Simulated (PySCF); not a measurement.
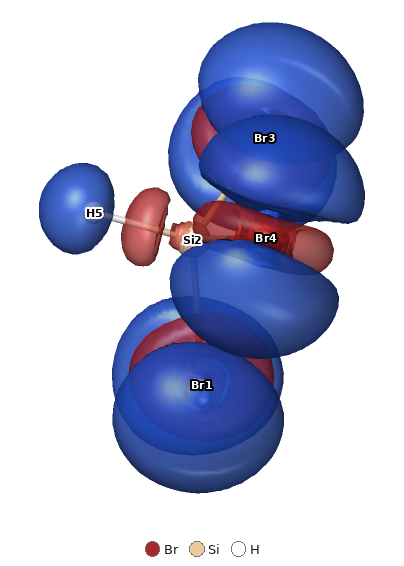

Br3HSi, SMILES `Br[SiH](Br)Br`. Fukui function f⁻ = ρ(N) − ρ(N−1) at fixed geometry, surfaces at ±0.01 e/Å³ (blue positive, red negative).

Method: B3LYP/def2-SVPD; geometry: GFN2-xTB; program: PySCF. No frequency check shows the geometry to be a minimum. GFN2-xTB bond lengths at metals and heavier atoms can be off by up to 0.1 Å and shapes distorted, which carries into these values.

Which atoms respond most to the removal of an electron?

Answer. f⁻ (Hirshfeld-condensed) is largest on Br1, Br3 and Br4 (0.30 each); the vertical ionisation energy is 10.38 eV (the stability of the cation's solution wasn't checked). Condensed values hint at sites of electrophilic attack but needn't mark the atom that reacts. Orbital relaxation makes it negative in places (0.12 e in all).
